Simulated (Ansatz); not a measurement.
Take BAs in the zinc blende structure (space group F-43m, No. 216; a = 4.8093 Å) as the base.

Structures relaxed with Kohn–Sham DFT with the PBE functional, run in Ansatz (a first-principles code) with PAW and 420 eV plane waves, no spin-orbit coupling.

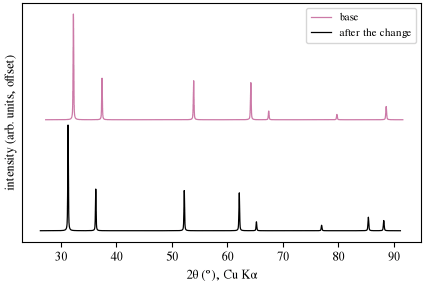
*Simulated powder patterns before (top) and after one change*

Question: What was done to the base?
A) isotropic strain +1.00 %
B) isotropic strain +1.50 %
C) isotropic strain +0.50 %
D) isotropic strain +3.00 %

Answer: D, isotropic strain +3.00 %. Its volume per atom is 15.19 Å³ against 13.90 Å³, and its space group is F-43m (No. 216).

No phonon test of stability was made.
